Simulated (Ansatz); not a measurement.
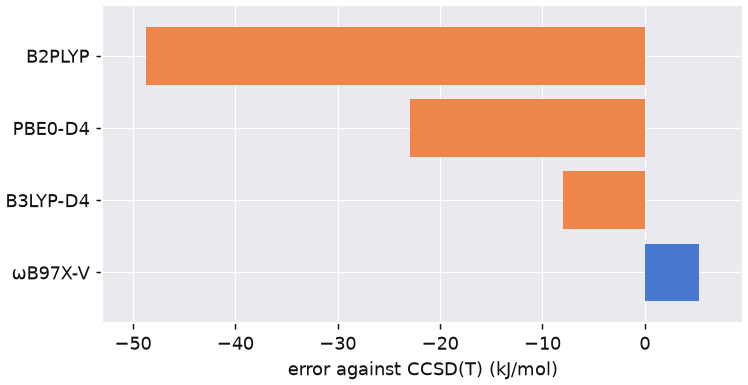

Error in the electronic atomisation energy (method less reference, so positive means overbinding) of CH₇BO₂Si, SMILES C[Si@@H](O)BO: functionals in def2-TZVPP against frozen-core CCSD(T) at the limit (MP2 extrapolated from triple and quadruple zeta, plus CCSD(T) less MP2 in a smaller set), which gives 4531.7 kJ/mol, at a PBE0-D4/def2-TZVP geometry (no frequency check), no zero-point or spin-orbit term, the Ansatz code 0.2.0. The reference leaves out core correlation, a term that grows with the number of heavy atoms. B2PLYP holds a correlation term that converges slowly with the basis, so part of the distance to the limit is basis error. No dispersion term is added to B2PLYP.

Which of these levels overbind, and which underbind?

Answer. Overbind: none clearly. Underbind: B2PLYP. Within 25 kJ/mol of zero, too close to call in view of what the reference leaves out: PBE0-D4, B3LYP-D4 and ωB97X-V.

Give the values.

Answer.
```csv
level,kJ/mol
B2PLYP,−48.7
PBE0-D4,−23.0
B3LYP-D4,−8.0
ωB97X-V,5.3
```

Limits of at least one run: one conformer of a flexible molecule.
